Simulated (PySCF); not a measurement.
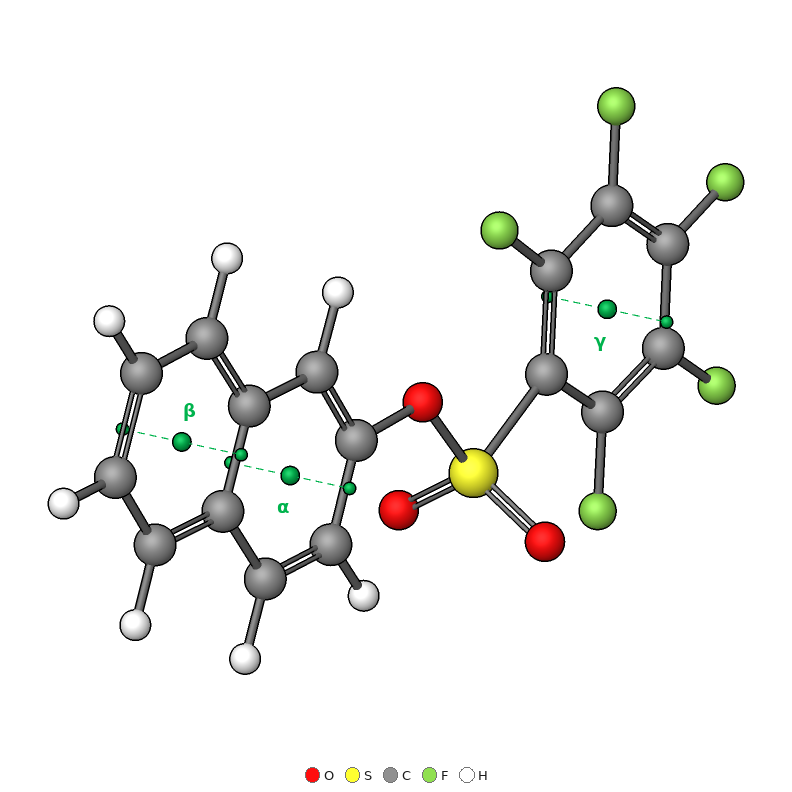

The small points mark where nucleus-independent chemical shifts (NICS) were computed: at the centre of each lettered ring and 1 Å above and below it. The computed structure is the end point of a GFN2-xTB optimisation. No frequency run is at hand to confirm it as a minimum. Properties computed with GIAO KT3/pcSseg-1 NMR shielding, non-relativistic, gas phase (PySCF 2.14.0).

Give NICS(0), NICS(1) and the out-of-plane component NICS(1)zz for each ring (means of the two sides).

| ring | members | NICS(0) | NICS(1) | NICS(1)zz |
| --- | --- | --- | --- | --- |
| α | C6 | −10.5 | −11.3 | −26.8 |
| β | C6 | −8.9 | −11.3 | −28.0 |
| γ | C6 | −16.2 | −11.3 | −21.4 |

Values in ppm.

Question: What do the values say about the ring currents?

Answer: Ring α: diatropic, as in an aromatic ring. Ring β: diatropic, as in an aromatic ring. Ring γ: diatropic, as in an aromatic ring. NICS is one index among several.
